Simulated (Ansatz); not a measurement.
C$_{2}$H$_{3}$ClOSi: several calculations on one system

Part 1: Relaxation

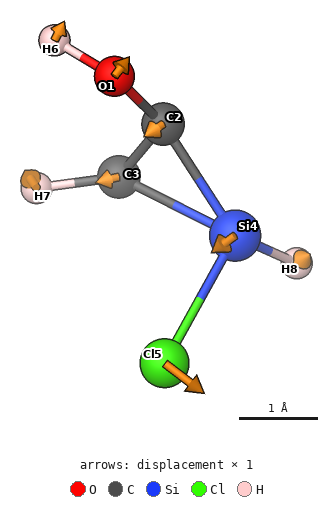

This is a relaxation of C$_{2}$H$_{3}$ClOSi. The starting structure is drawn; orange arrows show the displacements, at their true length. The two geometries are superimposed by the best rigid fit.

Style: ball-and-stick. Shown from a free direction.

The run prepares an end point of a later path (torsion) calculation, from a guessed geometry.

Method: Ansatz, RKS PBE/6-31G*.

The input:
```yaml
crystal:
  periodic: [false, false, false]
  atoms:
    - { symbol: O, position_ang: [1.6579, 0.3867, 0.9064] }
    - { symbol: C, position_ang: [0.5079, 0.6135, 0.1267] }
    - { symbol: C, position_ang: [-0.76, 0.2802, 0.4014] }
    - { symbol: Si, position_ang: [-0.138, -0.0946, -1.3014] }
    - { symbol: Cl, position_ang: [-0.1918, -2.1462, -1.1912] }
    - { symbol: H, position_ang: [1.3589, 0.6434, 1.8147] }
    - { symbol: H, position_ang: [-1.0598, -0.2077, 1.3066] }
    - { symbol: H, position_ang: [-1.2829, 0.4677, -2.119] }
basis:
  gaussian: { orbitals: "6-31G*" }
hamiltonian:
  xc: pbe
relax:
  f_tol: 0.015
  max_steps: 40
output:
  orbitals: {}
```

Run as
```bash
ansatz run input.yaml --threads 1 --pin off --max-ram 2048MiB --backend cpu --events-out ev --progress --plain --runs-dir out
```

### Describe the change and its energy.

The energy falls by 41.2 kcal/mol in 8 accepted moves (9 points after the start). The largest force component goes from 3.5 to 0.0071 eV/Å. The line search rejected the trial step at point 5 of the run. The atom that moves furthest after the best rigid fit is Cl5 (0.66 Å). Largest moves by element: Cl 0.66 Å, H 0.49 Å, Si 0.43 Å, C 0.36 Å, O 0.35 Å. Near-neighbour distances that change, for instance: C2–Si4 1.720 → 1.814 Å, O1–C2 1.408 → 1.344 Å, C3–Si4 1.851 → 1.815 Å, Si4–Cl5 2.055 → 2.086 Å. Bond angles that change, for instance: C3–Si4–H8 99.6° → 125.1°, C3–Si4–Cl5 98.3° → 123.0°, O1–C2–Si4 134.5° → 152.8°. The run took 38 s on 1 thread of Arm Neoverse V1, on a shared host, peak memory 0.14 GiB.

Part 2: Relaxation

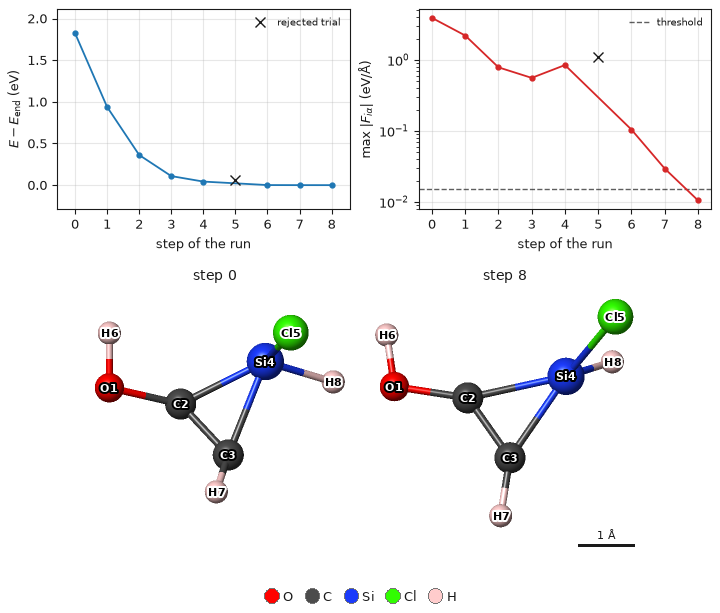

First and last geometry of a relaxation of C$_{2}$H$_{3}$ClOSi, with the history of the run. The picture is a ball-and-stick view, seen face on.

The run prepares an end point of a later path (torsion) calculation, from a guessed geometry.

These are results of RKS PBE/6-31G* (Ansatz 0.2.0), not measurements.

Input
```yaml
crystal:
  periodic: [false, false, false]
  atoms:
    - { symbol: O, position_ang: [1.6579, 0.3867, 0.9064] }
    - { symbol: C, position_ang: [0.5079, 0.6135, 0.1267] }
    - { symbol: C, position_ang: [0.41995, 1.2142, -1.06726] }
    - { symbol: Si, position_ang: [-0.81407, 1.7097, 0.22059] }
    - { symbol: Cl, position_ang: [-0.19236, 3.6493, 0.49543] }
    - { symbol: H, position_ang: [1.3589, 0.6434, 1.8147] }
    - { symbol: H, position_ang: [1.26714, 1.59414, -1.60134] }
    - { symbol: H, position_ang: [-2.08496, 1.62383, -0.59972] }
basis:
  gaussian: { orbitals: "6-31G*" }
hamiltonian:
  xc: pbe
relax:
  f_tol: 0.015
  max_steps: 40
```

Launched with:
```bash
ansatz run input.yaml --threads 1 --pin off --max-ram 2048MiB --backend cpu --events-out ev --progress --plain --runs-dir out
```

**Read the history and describe the run.**

It converged. Over 7 accepted moves (8 points after the start) the energy falls by 1.825 eV. Largest force component: 3.9 eV/Å at the start, 0.011 eV/Å at the end. The line search rejected the trial step at point 5 of the run. The largest move after the best rigid fit is that of Cl5, 0.69 Å. Largest moves by element: Cl 0.69 Å, H 0.53 Å, Si 0.47 Å, C 0.43 Å, O 0.20 Å. Near-neighbour distances that change, for instance: C2–Si4 1.720 → 1.821 Å, O1–C2 1.408 → 1.348 Å, C3–Si4 1.851 → 1.810 Å, Si4–Cl5 2.055 → 2.089 Å. Among the angles between lasting bonds that change: C3–Si4–H8 99.6° → 125.4°, C3–Si4–Cl5 98.3° → 123.4°, O1–C2–Si4 134.5° → 158.6°. The run took 34 s on 1 thread of Arm Neoverse V1, on a shared host, peak memory 0.14 GiB.

| step | E − E(0), eV | largest force component, eV/Å | note |
| --- | --- | --- | --- |
| 0 | 0.0000 | 3.9146 |  |
| 1 | -0.8860 | 2.2092 |  |
| 2 | -1.4632 | 0.7872 |  |
| 3 | -1.7166 | 0.5592 |  |
| 4 | -1.7825 | 0.8475 |  |
| 5 | -1.7669 | 1.1033 | rejected |
| 6 | -1.8244 | 0.1045 |  |
| 7 | -1.8252 | 0.0295 |  |
| 8 | -1.8253 | 0.0105 |  |

Part 3: Path

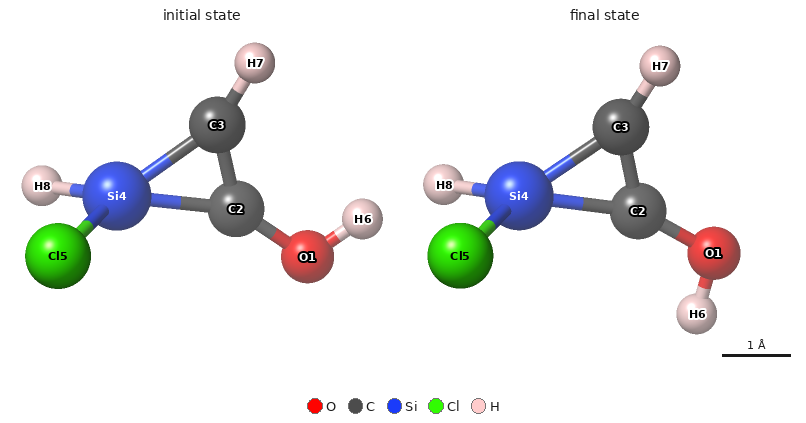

The two relaxed end points of a path for C$_{2}$H$_{3}$ClOSi. The picture is a ball-and-stick view, seen at a tilt.

The calculation used Ansatz 0.2.0, RKS PBE/6-31G*.

Settings: 9 movable images; climbing image; force threshold 0.03 eV/Å; iteration limit 46.

Start:
```xyz
8

O     1.7065    0.7112    0.8361
C     0.5539    0.2936    0.2844
C    -0.7396    0.0599    0.6464
Si   -0.4393   -0.3292   -1.1003
Cl   -0.2873   -2.2814   -1.8189
H     1.5493    0.8723    1.7955
H    -1.3459    0.1242    1.5559
H    -0.9053    0.4925   -2.2548
```

End:
```xyz
8

O     1.3647    0.7130    1.3501
C     0.3835    0.2965    0.5244
C    -0.9411    0.0351    0.6927
Si   -0.4081   -0.2954   -1.0055
Cl   -0.1119   -2.2194   -1.7623
H     2.1860    0.7935    0.8228
H    -1.6626    0.0632    1.5134
H    -0.7182    0.5563   -2.1914
```

> What barrier does the band find between them, and by what path?

The energy climbs by 0.32 eV to image 5 and then falls by 0.36 eV, so the end point sits at −0.04 eV. The motion is a rotation about the O1–C2 bond by about 180°. No bond forms or breaks between the ends. Bond angles that change up to the highest image, for instance: O1–C2–C3 139.3° → 136.5°, O1–C2–Si4 152.8° → 154.9°. The band converged in 10 iterations. The largest component of the band force went from 66 to 0.0072 eV/Å. The climbing image converged on the top of the path. Its vibrational analysis gives one imaginary mode (515i cm⁻¹), as a transition state must have.

Energies of the converged images:

| image | path (Å) | E (eV) |
| --- | --- | --- |
| 0 | 0.00 | 0.000 |
| 1 | 0.21 | 0.018 |
| 2 | 0.42 | 0.081 |
| 3 | 0.63 | 0.183 |
| 4 | 0.84 | 0.281 |
| 5 | 1.05 | 0.321 |
| 6 | 1.28 | 0.277 |
| 7 | 1.50 | 0.174 |
| 8 | 1.73 | 0.062 |
| 9 | 1.95 | -0.017 |
| 10 | 2.18 | -0.041 |

The geometry at the top of the path:

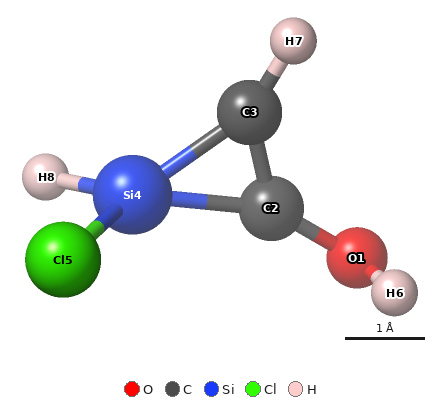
